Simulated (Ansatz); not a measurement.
ZnHClOF: geometry relaxation (part 2 of 2)

Continued. System: ZnHClOF, multiplicity 2. Method: UKS BHLYP-D4/def2-mTZVP (Ansatz 0.2.0). It belongs to a series of runs on one base structure; here: end point B relaxed.

Geometry of the input (Å):
```
Zn -0.0377  0.1358  -0.3392
Cl -0.0228  0.0823  3.0943
O  0.0279  -0.1004  -2.1400
H  0.2720  -0.9798  -2.4250
F  0.0153  -0.0553  4.6728
```

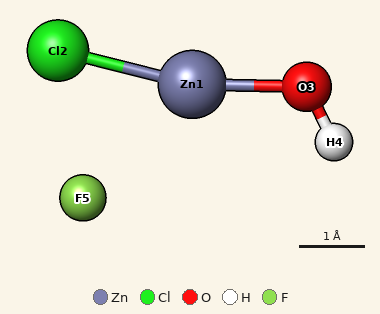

**Figure 1.** The geometry at step 19 of the log (ball-and-stick view, seen on its broad side; atoms are numbered from 1 in the order of the input).

Trajectory as extended XYZ, continued
```
5
Properties=species:S:1:pos:R:3:forces:R:3 step=8 energy=-65720.90537
Zn   -0.0148    0.0533    0.0514    0.0057  -0.0207  -0.0954
Cl   -0.1461    0.5263    2.0871   -0.0339   0.1221   0.2039
O     0.0361   -0.1301   -1.7002    0.0569  -0.2050  -0.2441
H     0.2733   -0.9843   -2.0595   -0.0444   0.1598   0.1019
F     0.1062   -0.3826    4.4840    0.0156  -0.0563   0.0337
5
Properties=species:S:1:pos:R:3:forces:R:3 step=9 energy=-65720.92833
Zn   -0.0317    0.1140    0.0667    0.0035  -0.0126  -0.1674
Cl   -0.1966    0.7081    2.0807   -0.0103   0.0371   0.0872
O     0.0467   -0.1683   -1.6815    0.0195  -0.0704   0.0502
H     0.2887   -1.0397   -1.9876   -0.0180   0.0649   0.0713
F     0.1476   -0.5315    4.3847    0.0053  -0.0191  -0.0413
5
Properties=species:S:1:pos:R:3:forces:R:3 step=10 energy=-65720.93630
Zn   -0.0460    0.1658    0.0629    0.0087  -0.0314   0.0124
Cl   -0.2130    0.7672    2.0788   -0.0088   0.0318   0.0322
O     0.0512   -0.1844   -1.6676   -0.0014   0.0049  -0.0308
H     0.2962   -1.0670   -1.9324   -0.0005   0.0019   0.0421
F     0.1663   -0.5989    4.3211    0.0020  -0.0072  -0.0558
5
Properties=species:S:1:pos:R:3:forces:R:3 step=11 energy=-65720.94868
Zn   -0.0585    0.2109    0.0885   -0.0029   0.0106   0.0590
Cl   -0.2522    0.9085    2.0789    0.0134  -0.0484  -0.0441
O     0.0590   -0.2126   -1.6274    0.0241  -0.0869   0.0172
H     0.3079   -1.1089   -1.8452   -0.0273   0.0983   0.0547
F     0.1986   -0.7153    4.1682   -0.0073   0.0263  -0.0868
5
Properties=species:S:1:pos:R:3:forces:R:3 step=12 energy=-65720.96179
Zn   -0.0698    0.2515    0.1184    0.0016  -0.0056   0.0414
Cl   -0.2800    1.0085    2.0875    0.0199  -0.0718  -0.0531
O     0.0664   -0.2393   -1.5800    0.0212  -0.0762   0.0654
H     0.3178   -1.1448   -1.7540   -0.0297   0.1071   0.0448
F     0.2202   -0.7933    3.9910   -0.0129   0.0466  -0.0985
5
Properties=species:S:1:pos:R:3:forces:R:3 step=13 energy=-65720.97923
Zn   -0.0735    0.2646    0.1609   -0.0003   0.0012   0.0089
Cl   -0.3008    1.0834    2.1001    0.0186  -0.0670   0.0120
O     0.0724   -0.2607   -1.5249    0.0129  -0.0464   0.0651
H     0.3246   -1.1692   -1.6746   -0.0148   0.0535   0.0188
F     0.2319   -0.8354    3.8014   -0.0163   0.0587  -0.1047
5
Properties=species:S:1:pos:R:3:forces:R:3 step=14 energy=-65720.99901
Zn   -0.0773    0.2783    0.2035    0.0079  -0.0286  -0.0379
Cl   -0.3166    1.1404    2.1231    0.0153  -0.0552   0.0220
O     0.0782   -0.2815   -1.4718    0.0126  -0.0454   0.1002
H     0.3313   -1.1933   -1.6007   -0.0191   0.0688   0.0220
F     0.2391   -0.8613    3.6088   -0.0168   0.0604  -0.1063
5
Properties=species:S:1:pos:R:3:forces:R:3 step=15 energy=-65721.02024
Zn   -0.0794    0.2861    0.2471    0.0108  -0.0388  -0.0429
Cl   -0.3314    1.1936    2.1459    0.0132  -0.0474   0.0223
O     0.0835   -0.3009   -1.4183    0.0112  -0.0405   0.1117
H     0.3372   -1.2147   -1.5306   -0.0182   0.0657   0.0203
F     0.2448   -0.8816    3.4188   -0.0170   0.0611  -0.1114
5
Properties=species:S:1:pos:R:3:forces:R:3 step=16 energy=-65721.04552
Zn   -0.0802    0.2889    0.2936    0.0144  -0.0518  -0.0365
Cl   -0.3449    1.2423    2.1705    0.0097  -0.0348   0.0264
O     0.0887   -0.3194   -1.3635    0.0102  -0.0368   0.1148
H     0.3427   -1.2345   -1.4630   -0.0169   0.0609   0.0208
F     0.2484   -0.8947    3.2253   -0.0174   0.0626  -0.1255
5
Properties=species:S:1:pos:R:3:forces:R:3 step=17 energy=-65721.07862
Zn   -0.0789    0.2843    0.3427    0.0206  -0.0742   0.0010
Cl   -0.3562    1.2828    2.1952   -0.0016   0.0059   0.0712
O     0.0934   -0.3364   -1.3069    0.0014  -0.0051   0.0717
H     0.3474   -1.2512   -1.3987   -0.0016   0.0057   0.0144
F     0.2490   -0.8968    3.0306   -0.0188   0.0677  -0.1583
5
Properties=species:S:1:pos:R:3:forces:R:3 step=18 energy=-65721.12661
Zn   -0.0762    0.2746    0.3947    0.0400  -0.1442   0.0555
Cl   -0.3665    1.3200    2.2257   -0.0092   0.0332   0.0964
O     0.0981   -0.3534   -1.2520    0.0066  -0.0237   0.0476
H     0.3523   -1.2689   -1.3415   -0.0091   0.0329   0.0310
F     0.2470   -0.8896    2.8359   -0.0283   0.1018  -0.2305
5
Properties=species:S:1:pos:R:3:forces:R:3 step=19 energy=-65721.21879
Zn   -0.0620    0.2234    0.4676    0.0801  -0.2886   0.1521
Cl   -0.3745    1.3490    2.2627   -0.0307   0.1107   0.1700
O     0.1008   -0.3632   -1.1969    0.0111  -0.0401   0.0141
H     0.3543   -1.2761   -1.3151   -0.0154   0.0554   0.0558
F     0.2361   -0.8506    2.6445   -0.0451   0.1626  -0.3920
5
Properties=species:S:1:pos:R:3:forces:R:3 step=20 energy=-65721.39677
Zn   -0.0370    0.1332    0.5579    0.1793  -0.6458   0.0556
Cl   -0.3825    1.3779    2.3018   -0.1082   0.3898   0.3596
O     0.1022   -0.3682   -1.1439    0.0061  -0.0218  -0.0127
H     0.3539   -1.2746   -1.3144   -0.0351   0.1264   0.1128
F     0.2181   -0.7856    2.4615   -0.0421   0.1515  -0.5154
5
Properties=species:S:1:pos:R:3:forces:R:3 step=21 energy=-65721.44003
Zn   -0.0316    0.1140    0.5676    0.1489  -0.5363   0.3555
Cl   -0.3915    1.4102    2.3081   -0.0332   0.1194   0.2169
O     0.1032   -0.3715   -1.1344   -0.0195   0.0704  -0.1187
H     0.3544   -1.2764   -1.3006   -0.0008   0.0027   0.0621
F     0.2204   -0.7937    2.4222   -0.0955   0.3438  -0.5158
5
Properties=species:S:1:pos:R:3:forces:R:3 step=22 energy=-65721.44609
Zn   -0.0025    0.0091    0.6418    0.0057  -0.0204  -1.8610
Cl   -0.4066    1.4645    2.3491   -0.1577   0.5680   0.3801
O     0.1045   -0.3766   -1.0885   -0.1093   0.3938  -0.2769
H     0.3539   -1.2748   -1.2747    0.0439  -0.1581   0.0013
F     0.2053   -0.7396    2.2353    0.2174  -0.7832   1.7565
5
Properties=species:S:1:pos:R:3:forces:R:3 step=23 energy=-65721.56357
Zn    0.0005   -0.0019    0.6173    0.1107  -0.3988   0.1407
Cl   -0.4118    1.4831    2.3447   -0.0008   0.0028   0.0356
O     0.1025   -0.3693   -1.1205   -0.0567   0.2041  -0.1113
H     0.3519   -1.2674   -1.3196    0.0119  -0.0430   0.0092
F     0.2115   -0.7618    2.3410   -0.0652   0.2350  -0.0741
5
Properties=species:S:1:pos:R:3:forces:R:3 step=24 energy=-65721.63002
Zn    0.0457   -0.1645    0.6563    0.0671  -0.2418  -0.0841
Cl   -0.4269    1.5377    2.3284   -0.0130   0.0467  -0.0360
O     0.0946   -0.3409   -1.1264    0.0005  -0.0018   0.2773
H     0.3398   -1.2238   -1.4004   -0.0316   0.1138  -0.0292
F     0.2016   -0.7260    2.4050   -0.0231   0.0831  -0.1281
5
Properties=species:S:1:pos:R:3:forces:R:3 step=25 energy=-65721.65736
Zn    0.0962   -0.3466    0.7047   -0.0121   0.0436  -0.6977
Cl   -0.4475    1.6118    2.2804   -0.0222   0.0799  -0.0251
O     0.0853   -0.3072   -1.1049    0.1349  -0.4859   0.6452
H     0.3231   -1.1636   -1.4764   -0.1217   0.4383   0.0700
F     0.1976   -0.7117    2.4591    0.0211  -0.0758   0.0075
5
Properties=species:S:1:pos:R:3:forces:R:3 step=26 energy=-65721.66885
Zn    0.1015   -0.3656    0.7144   -0.0074   0.0266  -0.5532
Cl   -0.4505    1.6225    2.2485   -0.0156   0.0563   0.0024
O     0.0840   -0.3025   -1.0851    0.0986  -0.3552   0.5015
H     0.3180   -1.1453   -1.4816   -0.0845   0.3042   0.0401
F     0.2017   -0.7265    2.4667    0.0088  -0.0318   0.0092
5
Properties=species:S:1:pos:R:3:forces:R:3 step=27 energy=-65721.68342
Zn    0.1161   -0.4183    0.7215   -0.0013   0.0044  -0.1520
Cl   -0.4627    1.6667    2.2336   -0.0036   0.0131  -0.0035
O     0.0865   -0.3115   -1.0483    0.0219  -0.0787   0.0080
H     0.3102   -1.1174   -1.5098   -0.0230   0.0827   0.0241
F     0.2046   -0.7369    2.4660    0.0060  -0.0214   0.1234
5
Properties=species:S:1:pos:R:3:forces:R:3 step=28 energy=-65721.68415
Zn    0.1203   -0.4332    0.7264    0.0024  -0.0088   0.0970
Cl   -0.4630    1.6677    2.2113   -0.0001   0.0005   0.0038
O     0.0855   -0.3080   -1.0387    0.0033  -0.0120  -0.0285
H     0.3061   -1.1027   -1.5175   -0.0020   0.0071  -0.0063
F     0.2058   -0.7412    2.4815   -0.0037   0.0132  -0.0661
5
Properties=species:S:1:pos:R:3:forces:R:3 step=29 energy=-65721.68433
Zn    0.1219   -0.4390    0.7272   -0.0010   0.0035   0.0006
Cl   -0.4651    1.6751    2.2171    0.0005  -0.0018  -0.0017
O     0.0861   -0.3101   -1.0388    0.0038  -0.0138  -0.0014
H     0.3062   -1.1028   -1.5215   -0.0035   0.0125   0.0068
F     0.2056   -0.7406    2.4790    0.0001  -0.0004  -0.0043
```

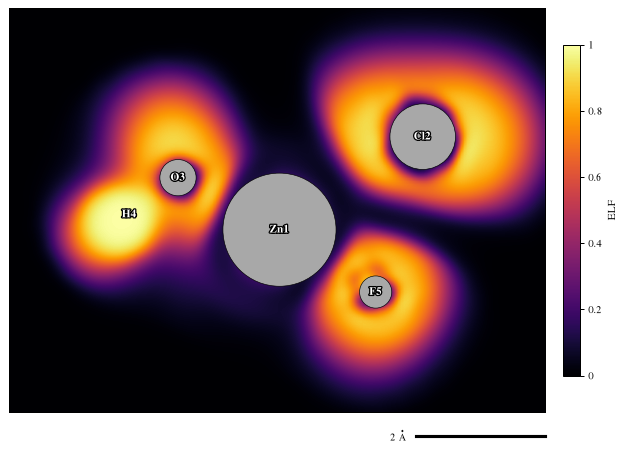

**Figure 2.** ELF on the molecular plane. Grey discs, where drawn, cover atomic cores. The section cuts through Zn, Cl, O, H and F sites. Zn–O (1.77 Å): the ELF peaks at about 0.85 in the valence shell of O, 0.6 Å from its nucleus, and is about 0.20 at the midpoint. Zn–F (1.78 Å): the ELF peaks at about 0.80 in the valence shell of F, 0.6 Å from its nucleus, and is about 0.15 at the midpoint. O–H (0.95 Å): the ELF climbs to about 1 towards the hydrogen, as it does in any bond to H (a covalent bond by its length).

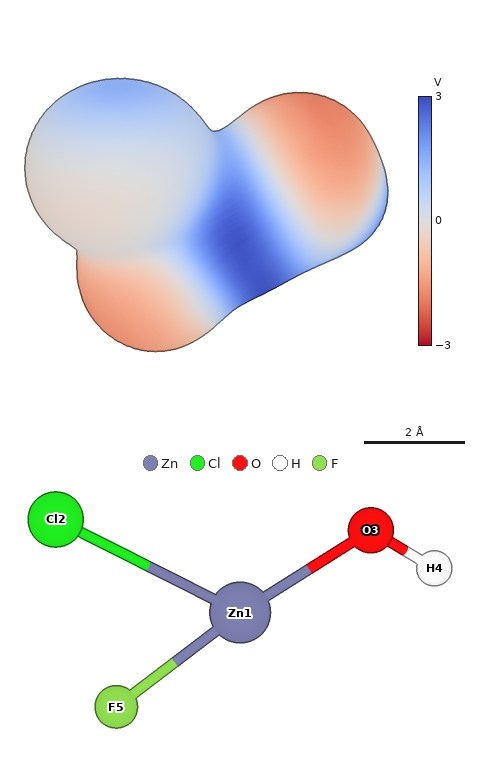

**Figure 3.** The molecular electrostatic potential painted on the density surface at 0.002 e/bohr³, seen at a tilt; the colour scale runs from red (negative) to blue (positive). The bare structure is drawn below in the same view. A positive charge is drawn to the negative regions and a negative charge to the positive ones.
